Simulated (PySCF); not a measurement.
| atom | x (Å) | y (Å) | z (Å) |
| --- | --- | --- | --- |
| B | -2.1388 | 0.1845 | -0.3664 |
| N | -0.8728 | 0.2658 | 0.2060 |
| Si | 0.5862 | -0.6755 | -0.0751 |
| B | 2.1815 | 0.4608 | -0.0393 |
| H | -2.9906 | 0.9096 | -0.0097 |
| H | -2.3208 | -0.6104 | -1.2058 |
| H | -0.7612 | 0.9742 | 0.9185 |
| H | 0.5882 | -1.7235 | 0.9756 |
| H | 0.3427 | -1.3845 | -1.3418 |
| H | 3.2378 | -0.0119 | -0.2078 |
| H | 2.1533 | 1.6135 | 0.1598 |

Geometry: GFN2-xTB.

These are results of PBE0/pcSseg-1, SCF density, gas phase, non-relativistic in PySCF 2.14.0, not measurements.

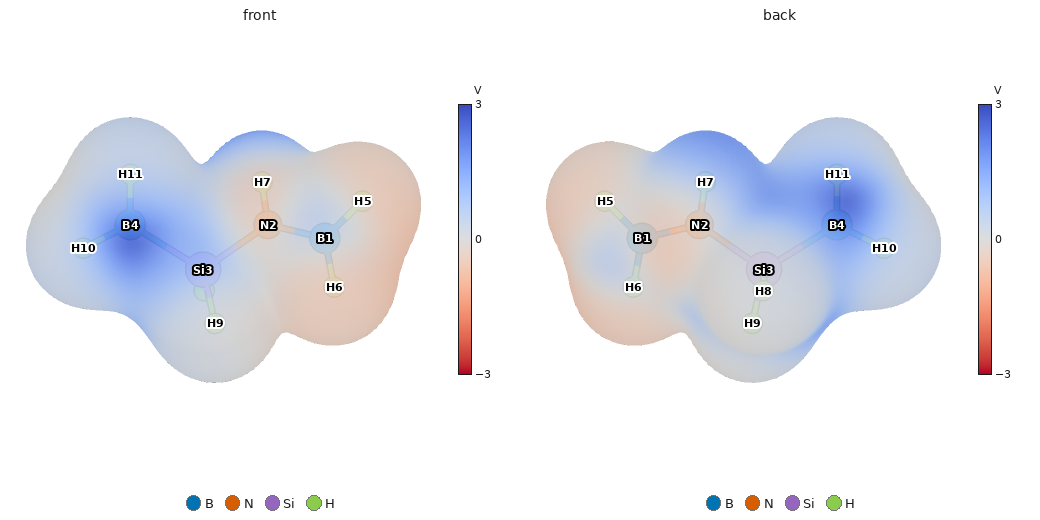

B2H7NSi (SMILES BN[SiH2]B). The molecular electrostatic potential painted on the density surface at 0.002 e/bohr³, seen from the front and from behind; the colour scale runs from red (negative) to blue (positive).

Q: Describe the electrostatic potential map.

A: The most negative region (about −0.6 V, or −14 kcal/mol for a unit charge) lies over H6, the most positive (about +2.4 V, or +55 kcal/mol for a unit charge) over B4.
